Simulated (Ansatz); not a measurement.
# How methods differ on [SiH5]− (SMILES [H][Si-]([H])([H])([H])[H])

[SiH5]− has 6 atoms, charge -1, and is taken as a singlet. SMILES: `[H][Si-]([H])([H])([H])[H]`. The coordinates come from a GFN2-xTB relaxation.

```xyz
6

Si   -0.0002    0.0002    0.0015
H    -0.0199   -0.0078    1.6399
H     0.0218    0.0079   -1.6424
H     1.4906    0.0118    0.0192
H    -0.7575    1.2851   -0.0026
H    -0.7347   -1.2973   -0.0155
```

Each level gives the energy change with the Si1–H4 bond stretched from 1.491 to 2.237 Å (eV). The values are calculated.

| level | kind | program | value (eV) | less FCI/STO-3G |
| --- | --- | --- | --- | --- |
| SVWN5/STO-3G (restricted) | LDA | Ansatz | 2.02 | -0.16 |
| BLYP/STO-3G (restricted) | GGA | Ansatz | 1.86 | -0.32 |
| r2SCAN/STO-3G (restricted) | meta-GGA | Ansatz | 2.11 | -0.07 |
| BHLYP/STO-3G (restricted) | global hybrid | Ansatz | 2.53 | +0.35 |
| wB97X/STO-3G (restricted) | range-separated hybrid | Ansatz | 2.41 | +0.23 |
| B2PLYP/STO-3G (restricted) | double hybrid | Ansatz | 2.32 | +0.14 |
| RPA@PBE/STO-3G (restricted) | RPA | Ansatz | 1.95 | -0.23 |
| MP2/STO-3G (restricted) | perturbation theory | Ansatz | 2.53 | +0.35 |
| CCSD(T)/STO-3G (restricted) | coupled cluster or CI | Ansatz | 2.18 | 0.00 |
| FCI/STO-3G | exact in the basis | Ansatz | 2.18 | 0.00 |

FCI/STO-3G is exact within its basis and frozen core, so for wave-function methods in that basis the difference is their error; functionals converge differently with the basis, so for them it is only a difference. Sets without diffuse functions describe the anion poorly. The first shape isn't each level's own minimum. The values span 1.86 to 2.53 eV. All rows use very small basis sets, so none should be taken for the real molecule's value.

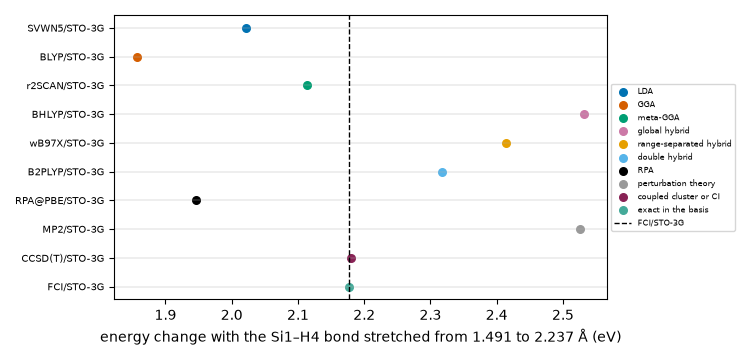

The values of the table, level by level.
